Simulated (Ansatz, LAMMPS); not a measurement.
# Static equation of state of amorphous Cd12Hg24S36 (72 atoms)

Density of this cell: 6.26 g/cm³. The cell holds 72 atoms: 12 Cd, 24 Hg and 36 S. Its edges and angles: a = 11.273 Å, b = 12.257 Å, c = 14.284 Å, α = 84.2°, β = 90.1°, γ = 81.2°. The starting structure: 72 atoms (12 Cd, 24 Hg, 36 S) placed at random at 6.45 g/cm³, melted at 2500 K for 10 ps at fixed volume with the Stillinger-Weber II-VI potential (Zhou et al., Phys. Rev. B 88, 085309 (2013)). Quenched from 2500 K to 100 K at 1000 K/ps and fixed volume, held 5 ps, then minimised at fixed cell.

Calculated with Ansatz 0.2.0: Kohn-Sham DFT, r2SCAN, PAW (set soft_2), plane waves; cutoff 500 eV, Γ point, fermi-dirac smearing of 0.05 eV. Cell and atoms were relaxed first, to V0 = 26.946 Å³ an atom at a residual P0 = 0.002 GPa. The cell was then scaled evenly, and the atoms were relaxed at each volume.

```
volume (Å³/atom)  pressure (GPa)
          24.251           2.701
          25.329               ?
          26.138          0.6583
          27.754         -0.5113
          28.563         -0.7311
```

**Question.** Fit the third-order Birch–Murnaghan equation to the rows given and interpolate to the withheld row.

Worked fit:

Take the Eulerian strain f = ½[(V0/V)^(2/3) − 1] and the normalised pressure F = (P − P0) / [3f(1 + 2f)^(5/2)]. The third-order Birch–Murnaghan equation is then the line F = B0 + (3/2)B0(B′ − 4) f, so u = f and v = F.

| u = f | v = F (GPa) |
| --- | --- |
| 0.0363829 | 20.7385 |
| 0.0102569 | 20.2585 |
| -0.00975638 | 18.4385 |
| -0.0190504 | 14.1442 |

With n = 4: mean u = 0.00445826, mean v = 18.3949, Σ(u − ū)² = 0.0018075, Σ(u − ū)(v − v̄) = 0.18493. Slope b = 0.18493 / 0.0018075 = 102.31; intercept a = v̄ − b ū = 17.939.

So B0 = a = 17.9 GPa and B′ = 4 + 2b/(3a) = 7.80. At the withheld volume f = 0.02106, F = a + b f = 20.09 GPa, and P = P0 + 3f(1 + 2f)^(5/2) F.

Prediction at 25.329: 1.410 GPa. The run gave 1.477 GPa, so the fit is low by 0.067 GPa (4.5 % of the value).

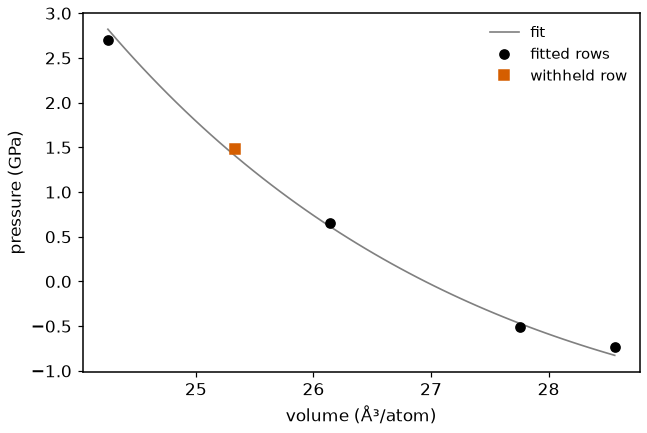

The fit, the rows that it rests on and the withheld row.

The series isn't one smooth equation of state: even a line fitted to all rows, the withheld one included, misses F by up to 13.2 %, the count of bonds changes along the series and an atom moves over 0.5 Å in some relaxation. B0 and B′ are then only the numbers of this fit, not moduli of the material. Among the rows given, the largest miss of the fit is at 24.251, by 0.12 GPa (3.5 % of the range of the table).

Limits: Static cells at zero temperature; the cell shape is held. The program notes that the SCF threshold of these relaxations is loose for the stress. The quench rate of 1000 K/ps is many orders above laboratory rates, so the cell is likely richer in defects and strain than a real sample. The network of bonds at the start is that of the classical potential that made the cell, and needn't be the one that DFT or experiment would give. Only the Γ point is sampled, in a cell whose shortest periodic width is 11 Å.

[Logs are printed without paths, hosts, clocks, repeated set-up lines and the standing remarks that a program may print on its own settings, such as how far it seeks lower states.]

[Hosts, paths, dates, database ids (printed as entryN), source tags and the programs' standing remarks are cut or masked in the printed files.]
